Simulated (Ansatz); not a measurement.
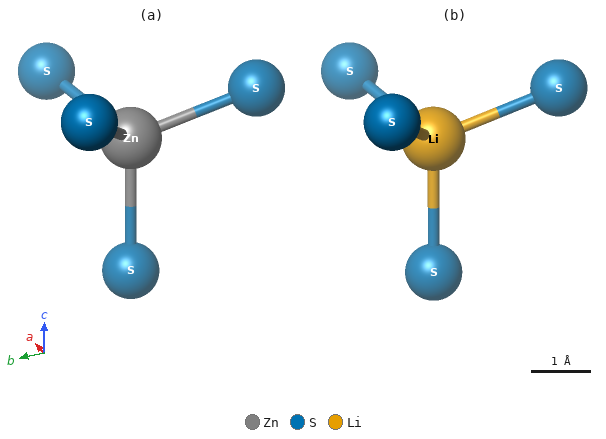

Left: perfect ZnS. Right: the same region with one point defect, after relaxing the atoms in a supercell of 48 sites. A ball-and-stick model of the atoms within 3.8 Å of one point, seen from a free direction.

Computed with Ansatz, DFT, PBE, plane-wave PAW, default files, scalar-relativistic. Set-up: plane-wave cutoff 420 eV; k-point mesh 3 × 2 × 2; occupations fermi dirac; smearing width 0.01 eV; no spin polarisation. A uniform background neutralises the charged cell. The axes drawn are those of the host's conventional cell.

> What kind of defect was made?

A zinc atom is replaced by lithium.

The charge state of the cell is −1.

> How does the lattice respond?

In the host the Zn atom has 4 S at 2.34 to 2.35 Å; the Li atom ends with 4 S at 2.34 to 2.36 Å. Of the host's atoms, a zinc atom moves furthest from its site, by 0.06 Å. Relaxing the atoms from the host's sites lowers the energy by 0.12 eV.

Limits of the set-up: the periodic images lie only 7.6 Å apart, so the values are limited by the cell's size; the cell is charged, on a uniform background, and energies carry no finite-size correction.
